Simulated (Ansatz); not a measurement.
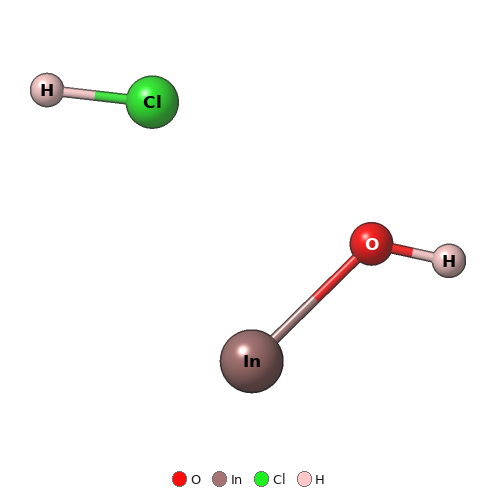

All atoms lie in one plane, which faces the viewer. Computed geometry: PBE0-D4/def2-TZVP optimisation. No frequency run is at hand to confirm it as a minimum.

Q: Which symmetry elements does this geometry have?

A: It has 1 mirror plane, so the point group is Cs. The group has 2 operations. The geometry is achiral, and symmetry allows a dipole moment.
